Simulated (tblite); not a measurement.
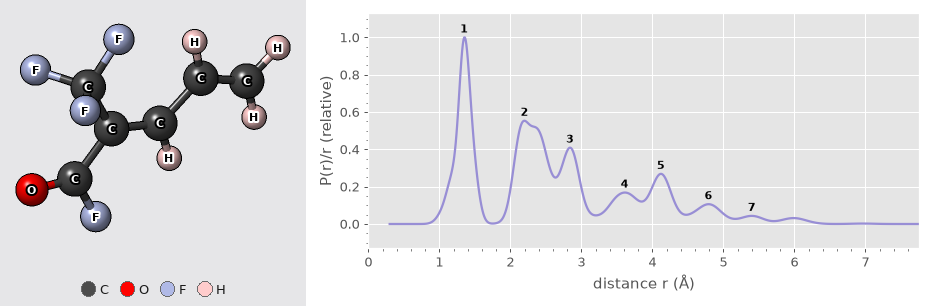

Simulated gas electron diffraction: radial distribution curve of C₆H₄F₄O. Each pair of atoms contributes with weight ZᵢZⱼ/r; damping constant 0.0015 Å²; vibrational amplitudes assumed, not computed: 0.05 Å for bonds, 0.078 Å for bonds to H, 0.06 + 0.015 r up to 0.15 Å for other pairs. The geometry is the end point of an optimisation (GFN2-xTB geometry optimisation, gas phase (tblite)); it may be a saddle point or a higher isomer.

Assign the numbered peaks of the radial distribution curve (– bonded, ··· not bonded).

Answer. Peak 1, 1.35 Å: O–C 1.18 Å, C–C 1.34–1.51 Å (×5), F–C 1.34–1.37 Å (×4), not resolved
Peak 2, 2.20 Å: F···F 2.14–2.16 Å (×3), F···O 2.20 Å, F···C 2.34–2.40 Å (×4), not resolved; in its flanks C···C 2.46–2.57 Å
Peak 3, 2.84 Å: F···C 2.68–2.89 Å (×5), O···C 2.81 Å, F···O 2.83–2.88 Å (×2), not resolved
Peak 4, 3.61 Å: F···C 3.45–3.68 Å (×4), O···C 3.58 Å, C···C 3.70–3.84 Å (×2), not resolved
Peak 5, 4.12 Å: F···C 4.09–4.15 Å (×4), F···F 4.11–4.13 Å (×2), F···O 4.14 Å, not resolved
Peak 6, 4.79 Å: C···C 4.51–4.85 Å (×2), F···H 4.54–4.95 Å (×4), F···F 4.74 Å, F···C 4.79 Å, O···C 4.90 Å, not resolved
Peak 7, 5.40 Å: F···C 5.39–5.44 Å (×2), not resolved
